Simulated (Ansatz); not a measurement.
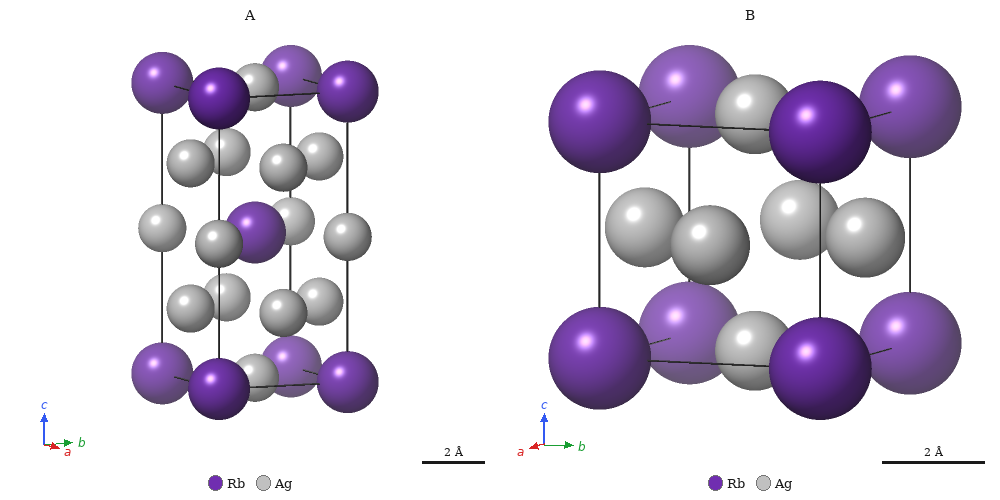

Two structures of RbAg3, each relaxed to rest (conventional cells in solid outline, small ones repeated, not to one scale). Method: Ansatz, DFT PBE, scalar-relativistic, plane waves, PAW, without spin polarisation.

Name structures A and B.

A: 8 atoms a cell on a body-centred tetragonal lattice, I4/mmm. B: Cu₃Au (L1₂) type, Pm-3m.

Which form lies lower?

A is lower, by 45 meV/atom at this level of theory (energies at zero smearing). Volumes: A 25.1, B 25.6 Å³/atom.

One or both may be structure types tried for this composition rather than known phases.
